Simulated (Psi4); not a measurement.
Reaction (SMILES): FS(=O)F + 3 [H][H] (H2) → 2 F (HF) + O (H2O) + S (H2S)
B3LYP-D3(BJ)/def2-TZVP geometries, fixed; electronic energies without zero-point terms.

Basis-set convergence of the energy of full hydrogenation at PBE with Psi4. Cartesian d functions, on some or all atoms, in 6-31G**; all else is spherical. Density fitting with the program's default auxiliary sets. Psi4's default fitting sets serve the pcseg sets less well. No added dispersion term, no relativity. Functions are those of the species that has most. Reference: the value in def2-QZVPPD, -51.98 kcal/mol, itself unsure by roughly 2.89 kcal/mol (its mean distance from def2-QZVPP, cc-pV(Q+d)Z). Deviations are taken from unrounded values.

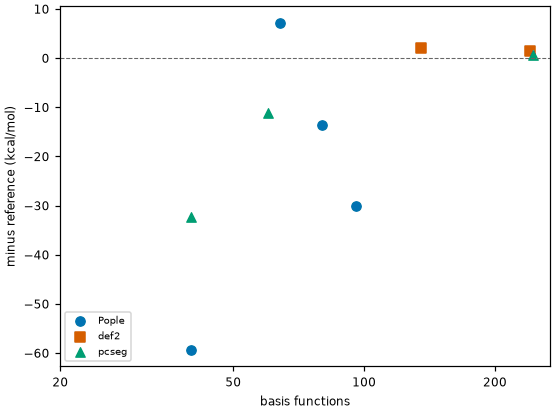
Figure: Deviation from the reference against the number of basis functions, by family of sets.

```tsv
basis	functions	energy of full hydrogenation (kcal/mol)	minus reference (kcal/mol)
6-31G	40	-111.37	-59.39
pcseg-0	40	-84.25	-32.27
pcseg-1	60	-63.14	-11.16
6-31G**	64	-44.75	7.23
6-311G**	80	-65.48	-13.50
6-311+G**	96	-81.98	-30.00
def2-TZVPP	135	-50.00	1.98
def2-QZVPP	241	-50.57	1.41
pcseg-3	244	-51.35	0.62
```
